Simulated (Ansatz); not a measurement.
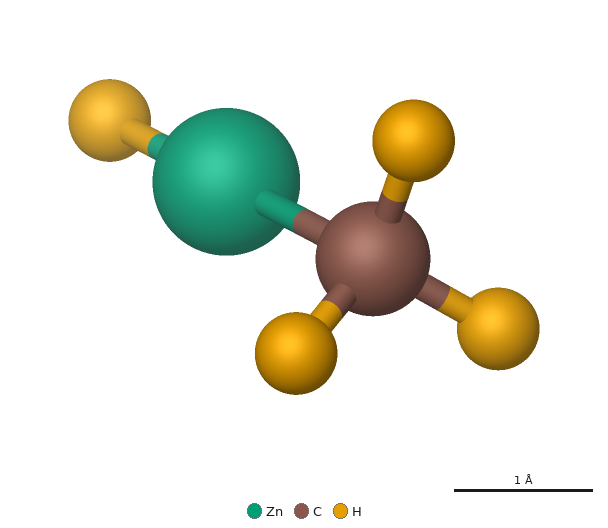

Rendered structure (ball-and-stick style). Every bond is drawn as one stick, whatever its order.

Computed geometry: PBE0-D4/def2-TZVP optimisation.

Question: Give the formula.

Answer: CH4Zn, 6 atoms: 1 carbon, 4 hydrogen and 1 zinc.

Question: What is the point group of this geometry?

Answer: C3v.

Question: How many atoms are distinct by symmetry?

Answer: 4: 1 Zn, 1 C, 1 H, 3 H.

The parts below concern this one geometry. Atoms keep their numbers from picture to picture.

### Charges

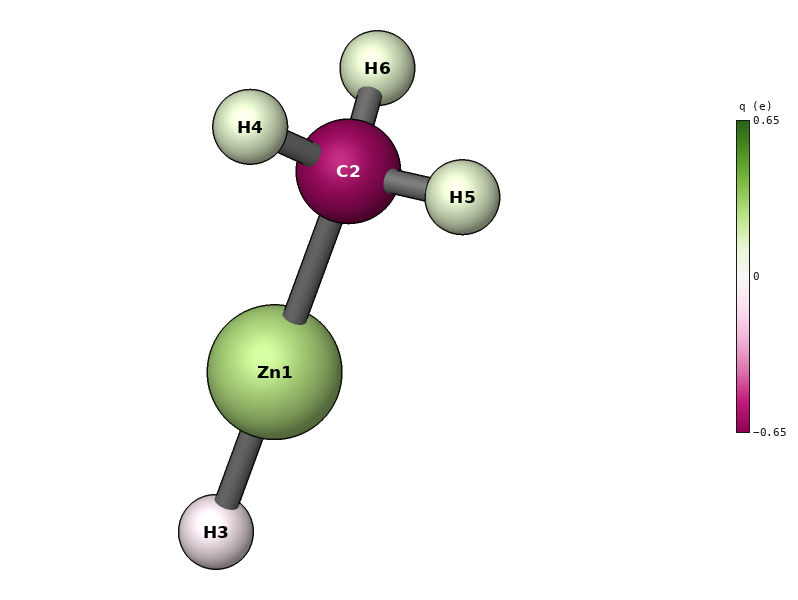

Atoms are coloured by their Mulliken charges. Properties computed with RKS PBE0-D4/def2-TZVP (Ansatz 0.2.0).

Question: Which atom carries the highest charge (most positive or least negative)?

Answer: Zn1 (0.27 e).

Question: And the lowest?

Answer: C2 (−0.61 e).

List the Mulliken charges.

```tsv
atom	value (e)
Zn1	0.27
C2	−0.61
H3	−0.07
H4	0.13
H5	0.13
H6	0.13
```

### Electronic properties

Properties computed with RKS PBE0-D4/def2-TZVP (Ansatz 0.2.0).

What does the calculation give?

- dipole moment: 0.49 D
- harmonic zero-point energy: 108.3 kJ/mol

### Vibrations

Harmonic vibrations computed with RKS PBE0-D4/def2-TZVP (Ansatz 0.2.0) at a stationary point of the same level.

Question: List the wavenumbers.

Answer: 12 modes: 431, 431, 560, 698, 698, 1200, 1446, 1446, 1893, 3043, 3127, 3127 cm⁻¹.

Mulliken values depend strongly on the basis set and can even reverse the polarity of a bond.
